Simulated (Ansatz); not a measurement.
C2H5LiS: several calculations on one system

### Relaxation

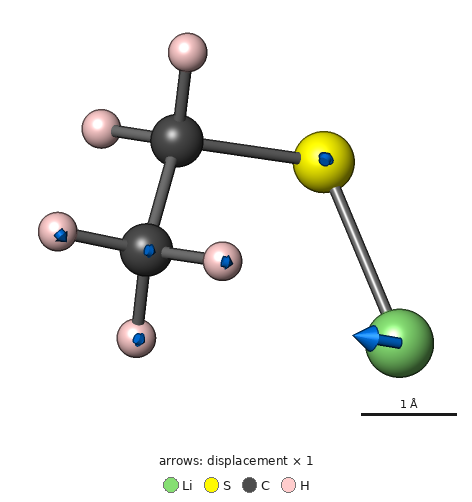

This is a relaxation of C$_{2}$H$_{5}$LiS. The starting structure is drawn; blue arrows show the displacements, at their true length. The two geometries are superimposed by the best rigid fit.

A ball-and-stick model, seen at a tilt.

The run prepares an end point of a later path (torsion) calculation, from a guessed geometry.

Theory: RKS PBE/cc-pVDZ (Ansatz 0.2.0).

Input file:
```yaml
crystal:
  periodic: [false, false, false]
  atoms:
    - { symbol: Li, position_ang: [-0.00822, -0.52615, -2.58958] }
    - { symbol: S, position_ang: [1.30177, 0.60136, -1.29772] }
    - { symbol: C, position_ang: [0.59159, 0.46957, 0.37423] }
    - { symbol: C, position_ang: [-0.67657, -0.36132, 0.43782] }
    - { symbol: H, position_ang: [1.36663, 0.02842, 1.005] }
    - { symbol: H, position_ang: [0.39595, 1.48956, 0.71151] }
    - { symbol: H, position_ang: [-1.44672, 0.08205, -0.20078] }
    - { symbol: H, position_ang: [-0.47291, -1.3824, 0.09919] }
    - { symbol: H, position_ang: [-1.05152, -0.4011, 1.46033] }
basis:
  gaussian: { orbitals: cc-pVDZ }
hamiltonian:
  xc: pbe
relax:
  f_tol: 0.015
  max_steps: 40
output:
  orbitals: {}
```

Command:
```bash
ansatz run input.yaml --threads 1 --pin off --max-ram 2048MiB --backend cpu --events-out ev --progress --plain --runs-dir out
```

> Atoms of which element are displaced furthest, and by how much?

Lithium: up to 0.59 Å, against 0.15 Å for sulfur.

> Describe the change and its energy.

The largest move after the best rigid fit is that of Li1, 0.59 Å. Largest moves by element: Li 0.59 Å, S 0.15 Å, H 0.15 Å, C 0.12 Å. Near-neighbour distances that change, for instance: Li1–C4 3.105 → 2.416 Å, Li1–H8 2.860 → 2.205 Å, Li1–H7 2.854 → 2.205 Å, S2–C3 1.821 → 1.854 Å. New bonds form, among them: Li1–C4 (3.10 → 2.42 Å). Among the angles between lasting bonds that change: Li1–S2–C3 106.0° → 84.7°, H7–C4–H9 108.7° → 105.6°, C3–C4–H9 110.3° → 113.3°. After 6 geometry steps the energy has fallen by 10.3 kJ/mol. Largest force component: 0.65 eV/Å at the start, 0.012 eV/Å at the end. The run took 46 s on 1 thread of Intel(R) Xeon(R) Processor @ 2.50GHz (Skylake/Cascade Lake), on a shared host, peak memory 0.14 GiB.

### Relaxation

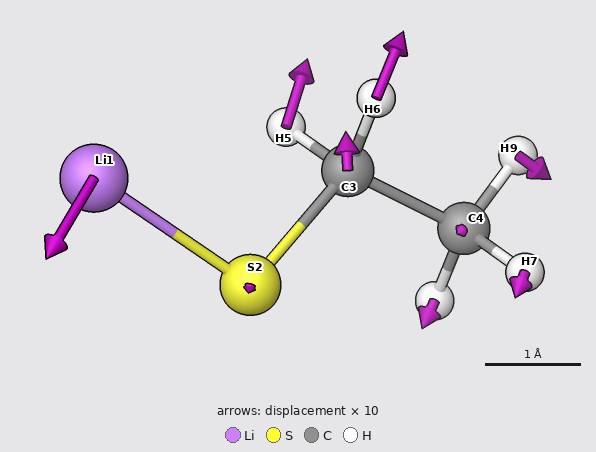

This is a relaxation of C$_{2}$H$_{5}$LiS. The starting structure is drawn; purple arrows show the displacements, 10 times their true length. The two geometries are superimposed by the best rigid fit.

A ball-and-stick model, seen at a tilt.

The run prepares an end point of a later path (torsion) calculation, from a guessed geometry.

All numbers below come from RKS PBE/cc-pVDZ in Ansatz.

The input:
```yaml
crystal:
  periodic: [false, false, false]
  atoms:
    - { symbol: Li, position_ang: [-0.00822, -0.52615, -2.58958] }
    - { symbol: S, position_ang: [1.30177, 0.60136, -1.29772] }
    - { symbol: C, position_ang: [0.59159, 0.46957, 0.37423] }
    - { symbol: C, position_ang: [1.3817, 1.21175, 1.43609] }
    - { symbol: H, position_ang: [-0.42424, 0.86604, 0.31033] }
    - { symbol: H, position_ang: [0.54383, -0.59559, 0.60997] }
    - { symbol: H, position_ang: [2.39986, 0.8144, 1.49082] }
    - { symbol: H, position_ang: [1.42478, 2.27862, 1.19383] }
    - { symbol: H, position_ang: [0.90836, 1.09411, 2.41067] }
basis:
  gaussian: { orbitals: cc-pVDZ }
hamiltonian:
  xc: pbe
relax:
  f_tol: 0.015
  max_steps: 40
```

Launched with:
```bash
ansatz run input.yaml --threads 1 --pin off --max-ram 2048MiB --backend cpu --events-out ev --progress --plain --runs-dir out
```

Question: What happened in the run?

Answer: Li1 moves most after the best rigid fit: 0.11 Å. By element the largest moves are Li 0.11 Å, H 0.08 Å, C 0.04 Å, S 0.01 Å. Some distances before and after: S2–C3 1.821 → 1.861 Å, C3–H5 1.092 → 1.111 Å, Li1–S2 2.158 → 2.175 Å, C3–C4 1.517 → 1.527 Å. Bond angles that change, for instance: S2–C3–C4 113.8° → 110.9°, S2–C3–H5 106.4° → 109.3°, S2–C3–H6 106.6° → 109.3°. After 4 geometry steps the energy has fallen by 1.57 kcal/mol. Largest force component: 0.68 eV/Å at the start, 0.0076 eV/Å at the end. Cost: 32 s on 1 thread of Intel(R) Xeon(R) Processor @ 2.50GHz (Skylake/Cascade Lake), on a shared host, peak memory 0.14 GiB.

### Path

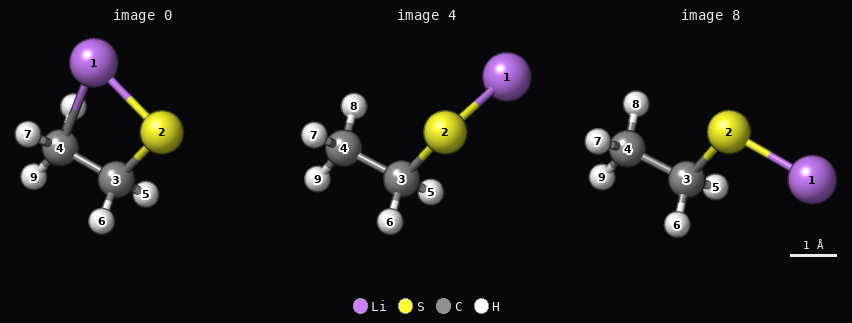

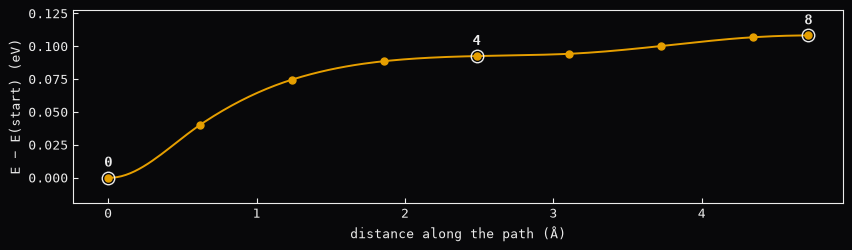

A nudged-elastic-band calculation for C2H5LiS. Images are numbered from 0 (start) to 8 (end). Style: ball-and-stick. Shown from a free direction.

Method: RKS PBE/cc-pVDZ (Ansatz).

Input file:
```yaml
crystal:
  periodic: [false, false, false]
  atoms:
    - { symbol: Li, position_ang: [-0.224346, -0.562761, -2.045171] }
    - { symbol: S, position_ang: [1.429183, 0.67826, -1.340687] }
    - { symbol: C, position_ang: [0.636116, 0.488304, 0.324485] }
    - { symbol: C, position_ang: [-0.64137, -0.360172, 0.326159] }
    - { symbol: H, position_ang: [1.371034, 0.029605, 1.019428] }
    - { symbol: H, position_ang: [0.396002, 1.496979, 0.722441] }
    - { symbol: H, position_ang: [-1.432043, 0.096698, -0.321626] }
    - { symbol: H, position_ang: [-0.434025, -1.405235, -0.017861] }
    - { symbol: H, position_ang: [-1.10055, -0.461687, 1.332833] }
basis:
  gaussian: { orbitals: cc-pVDZ }
hamiltonian:
  xc: pbe
neb:
  order_check: false
  images: 7
  f_tol: 0.05
  max_iterations: 44
  initial_path: idpp
  final_atoms:
    - { symbol: Li, position_ang: [2.13875783, 0.89945559, -2.55550258] }
    - { symbol: S, position_ang: [0.3821462, -0.0966894, -1.74700591] }
    - { symbol: C, position_ang: [0.33741116, 0.24124395, 0.08295252] }
    - { symbol: C, position_ang: [-0.87145154, -0.43060487, 0.73073632] }
    - { symbol: H, position_ang: [1.27287024, -0.13422433, 0.54919352] }
    - { symbol: H, position_ang: [0.29613286, 1.33793374, 0.2532324] }
    - { symbol: H, position_ang: [-1.81553959, -0.05855917, 0.28325969] }
    - { symbol: H, position_ang: [-0.84004454, -1.52875275, 0.57893863] }
    - { symbol: H, position_ang: [-0.90028161, -0.22981177, 1.8241964] }
```

Command:
```bash
ansatz run input.yaml --threads 1 --pin off --max-ram 2048MiB --backend cpu --events-out ev --progress --plain --runs-dir out
```

### Describe the mechanism and the energy profile.

No barrier shows: the energy is highest at the end, and the end lies 0.108 eV above the start. Breaking: Li1–C4 (2.42 → 4.65 Å). The band converged in 5 iterations. The largest component of the band force went from 0.79 to 0.028 eV/Å.

Cost: 3.5 min on 1 thread of Intel(R) Xeon(R) Processor @ 2.50GHz (Skylake/Cascade Lake), on a shared host, peak memory 0.14 GiB.
